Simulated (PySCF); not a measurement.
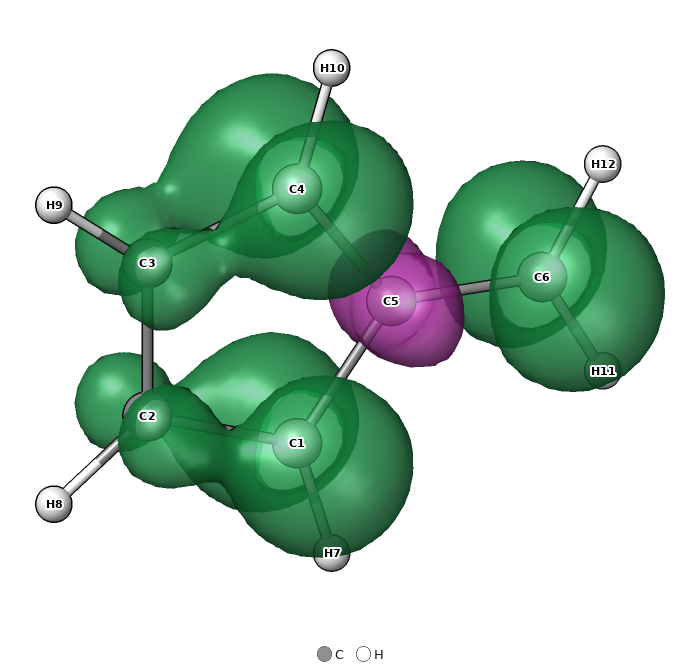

C₆H₆, triplet, SMILES `[CH]1C=C[CH]C1=C`. Spin density ρα − ρβ at ±0.05 e/Å³ (green: excess α, purple: excess β).

Method: M06-2X/cc-pVDZ; geometry: GFN2-xTB; program: PySCF. No frequency check shows the geometry to be a minimum. The stability of the open-shell solution wasn't checked. GFN2-xTB doesn't know the spin state, so this open-shell geometry is rough.

Input script:

```python
import numpy as np
from pyscf import gto, scf, dft
from pyscf.scf import atom_ks, atom_hf
from scipy.linalg import block_diag

def solve(mol, dm0=None, hcore=None):
    mf = (dft.UKS if mol.spin else dft.RKS)(mol, xc='m062x')
    mf.grids.level = 3
    mf = mf.density_fit(auxbasis='def2-universal-jkfit')
    mf.conv_tol, mf.max_cycle = 1e-8, 80
    if hcore is not None:
        mf.get_hcore = lambda *args: hcore
    mf.kernel(dm0)
    if not mf.converged:
        mf = mf.newton().run(mf.mo_coeff, mf.mo_occ, max_cycle=30)
    assert mf.converged, 'SCF not converged'
    return mf

mol = gto.M(atom='''
C      0.09445     1.13197     0.00000
C      1.46193     0.68127     0.00000
C      1.46194    -0.68128     0.00000
C      0.09447    -1.13200     0.00000
C     -0.76730     0.00011     0.00000
C     -2.14483    -0.00005     0.00000
H     -0.22118     2.15877     0.00000
H      2.31735     1.33068     0.00000
H      2.31737    -1.33067     0.00000
H     -0.22114    -2.15880     0.00000
H     -2.69818     0.91989     0.00000
H     -2.69817    -0.91997     0.00000
''', basis='cc-pvdz', charge=0, spin=2, verbose=4)
mf = solve(mol)
mf.analyze()
# spherically averaged free atoms, for the promolecule
atm = atom_ks.get_atm_nrks(mol, xc='m062x')
pro = block_diag(*[(atm[a[0]][2] * atm[a[0]][3]) @ atm[a[0]][2].T for a in mol._atom])
np.savez('result.npz', e=mf.e_tot, c=mf.mo_coeff, occ=mf.mo_occ, eps=mf.mo_energy, pro=pro, dip=mf.dip_moment(verbose=0), s2=mf.spin_square()[0])
```

Run with:

```sh
OMP_NUM_THREADS=1 python input.py
```

The run took 62 s on 1 thread of Arm Neoverse V2, on a shared host, peak memory 0.59 GiB.

Partitions, critical points and surface values were worked out afterwards from this run's density.

> How is the spin shared among the atoms?

Hirshfeld spin populations: C6 +0.50, C1 and C4 +0.49 and C2 and C3 +0.17. ⟨S²⟩ = 2.03, against 2.00 for a pure state. The picture also shows regions of β spin from spin polarisation; the Hirshfeld sums, whose atoms overlap, net them against the α spin of neighbours.
